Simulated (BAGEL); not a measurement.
**[HO2]− (hydroperoxide(1-)) at HF/def2-TZVPPD (density fitting with cc-pvqz-jkfit)**

What is the energy change on altering one bond length of [HO2]− (hydroperoxide(1-)) at HF/def2-TZVPPD (density fitting with cc-pvqz-jkfit)? 

The calculation is run with BAGEL 1.2.2.

**1. The molecule**

[HO2]−: 3 atoms, total charge -1, spin state singlet. SMILES: `[O-]O`. Geometry: relaxed at PBE0-D4/def2-TZVPD.

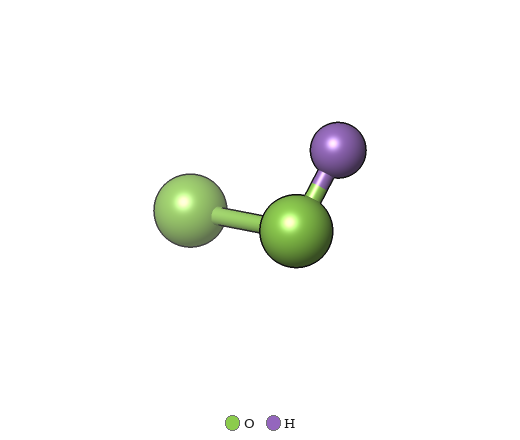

Viewed from a chosen angle; oxygen green, hydrogen purple.

**2. The energy at HF/def2-TZVPPD (density fitting with cc-pvqz-jkfit)**

File input.json:

```json
{ "bagel" : [

{
  "title" : "molecule",
  "basis" : "def2-tzvppd.json",
  "df_basis" : "cc-pvqz-jkfit",
  "angstrom" : "true",
  "geometry" : [
    { "atom" : "O", "xyz" : [      -0.357760,       1.025590,      -0.080830 ] },
    { "atom" : "O", "xyz" : [      -0.242260,      -0.445880,      -0.180750 ] },
    { "atom" : "H", "xyz" : [       0.600030,      -0.579720,       0.261570 ] }
  ]
},

{ "title" : "hf", "charge" : -1 },

{ "title" : "print", "file" : "orbitals.molden", "orbitals" : "true" }

]}
```

The basis set def2-TZVPPD is read from a file made from the Basis Set Exchange's data (not shown).

On the command line:

```sh
$ BAGEL_NUM_THREADS=1 BAGEL input.json > input.out
```

Log:

```text
* using 1 threads per process

  ===============================================================
  ===============================================================

  *** Geometry ***

  { "atom" : "O", "xyz" : [     -0.676068,      1.938084,     -0.152747 ] },
  { "atom" : "O", "xyz" : [     -0.457805,     -0.842591,     -0.341568 ] },
  { "atom" : "H", "xyz" : [      1.133892,     -1.095512,      0.494296 ] },

  Number of auxiliary basis functions:      263

  Since a DF basis is specified, we compute 2- and 3-index integrals:
    o Being stored without compression. Storage requirement is 0.020 GB

  Number of basis functions:       97
  Number of electrons      :       17

    * METHOD: MOLECULE                             0.07

  *** RHF ***

  === Nuclear Repulsion ===
    29.5270672001

      * DIIS with orbital gradients will be used.

  === RHF iteration (def2-tzvppd.json) ===
      0       -149.86942746          0.03525786           0.01
      1       -150.02973013          0.02804872           0.01
      2       -150.22286500          0.00206996           0.01
      3       -150.22444917          0.00124635           0.01
      4       -150.22490053          0.00038374           0.01
      5       -150.22499326          0.00014608           0.01
      6       -150.22501020          0.00005329           0.01
      7       -150.22501299          0.00001583           0.01
      8       -150.22501309          0.00000816           0.01
      9       -150.22501313          0.00000236           0.01
     10       -150.22501314          0.00000091           0.01
     11       -150.22501314          0.00000060           0.01
     12       -150.22501314          0.00000024           0.01
     13       -150.22501314          0.00000012           0.01
     14       -150.22501314          0.00000005           0.01
     15       -150.22501314          0.00000002           0.01
     16       -150.22501314          0.00000001           0.01
    * SCF iteration converged.

    * Permanent dipole moment:
           (   -0.626439,     0.757261,    -0.256288) a.u.

    * METHOD: HF                                   0.27

    * METHOD: PRINT                                0.01

  ===============================================================
```

Wall time 0.56 s (1 thread of Arm Neoverse V2, shared host).

**3. The distorted shape at the same level**

File hf.json:

```json
{ "bagel" : [

{
  "title" : "molecule",
  "basis" : "def2-tzvppd.json",
  "df_basis" : "cc-pvqz-jkfit",
  "angstrom" : true,
  "geometry" : [
    { "atom" : "O", "xyz" : [      -0.392411,       1.467044,      -0.050853 ] },
    { "atom" : "O", "xyz" : [      -0.242260,      -0.445880,      -0.180750 ] },
    { "atom" : "H", "xyz" : [       0.600030,      -0.579720,       0.261570 ] }
  ]
},

{ "title" : "hf", "charge" : -1 },

{ "title" : "print", "file" : "orbitals.molden", "orbitals" : true }

]}
```

The basis set def2-TZVPPD is read from a file made from the Basis Set Exchange's data (not shown).

On the command line:

```sh
$ BAGEL_NUM_THREADS=1 BAGEL hf.json > hf.out
```

Log:

```text
* using 1 threads per process

  ===============================================================
  ===============================================================

  *** Geometry ***

  { "atom" : "O", "xyz" : [     -0.741549,      2.772311,     -0.096098 ] },
  { "atom" : "O", "xyz" : [     -0.457805,     -0.842591,     -0.341568 ] },
  { "atom" : "H", "xyz" : [      1.133892,     -1.095512,      0.494296 ] },

  Number of auxiliary basis functions:      263

  Since a DF basis is specified, we compute 2- and 3-index integrals:
    o Being stored without compression. Storage requirement is 0.020 GB

  Number of basis functions:       97
  Number of electrons      :       17

    * METHOD: MOLECULE                             0.06

  *** RHF ***

  === Nuclear Repulsion ===
    23.8601210118

      * DIIS with orbital gradients will be used.

  === RHF iteration (def2-tzvppd.json) ===
      0       -149.86086187          0.03370468           0.01
      1       -150.03643091          0.02399028           0.01
      2       -150.17830293          0.00319010           0.01
      3       -150.18076674          0.00140898           0.01
      4       -150.18190488          0.00062090           0.01
      5       -150.18217758          0.00022372           0.01
      6       -150.18223166          0.00007477           0.01
      7       -150.18223857          0.00001775           0.01
      8       -150.18223883          0.00000930           0.01
      9       -150.18223890          0.00000523           0.01
     10       -150.18223895          0.00000330           0.01
     11       -150.18223897          0.00000260           0.01
     12       -150.18223899          0.00000194           0.01
     13       -150.18223901          0.00000066           0.01
     14       -150.18223901          0.00000023           0.01
     15       -150.18223901          0.00000009           0.01
     16       -150.18223901          0.00000004           0.01
     17       -150.18223901          0.00000002           0.01
     18       -150.18223901          0.00000001           0.01
    * SCF iteration converged.

    * Permanent dipole moment:
           (   -0.521922,    -0.031817,    -0.286762) a.u.

    * METHOD: HF                                   0.29

    * METHOD: PRINT                                0.01

  ===============================================================
```

Wall time 0.5 s (1 thread of Arm Neoverse V2, shared host).

**4. What came out**

At HF/def2-TZVPPD (density fitting with cc-pvqz-jkfit):

| quantity | value |
| --- | --- |
| first shape: total energy | -150.22501 Eh |
| first shape: HOMO energy | -2.99 eV |
| first shape: LUMO energy | 6.24 eV |
| first shape: HOMO–LUMO gap (to an unbound level, set by the basis) | 9.22 eV |
| distorted shape: total energy | -150.18224 Eh |
| distorted shape: HOMO energy | -4.93 eV |
| distorted shape: LUMO energy | 6.16 eV |
| distorted shape: HOMO–LUMO gap (to an unbound level, set by the basis) | 11.08 eV |
| energy change with the O1–O2 bond stretched from 1.479 to 1.923 Å | 1.164 eV |

With the O1–O2 bond stretched from 1.479 to 1.923 Å the energy rises by 1.16 eV (112 kJ/mol). The first shape isn't relaxed at this level, so the change isn't measured from a minimum.
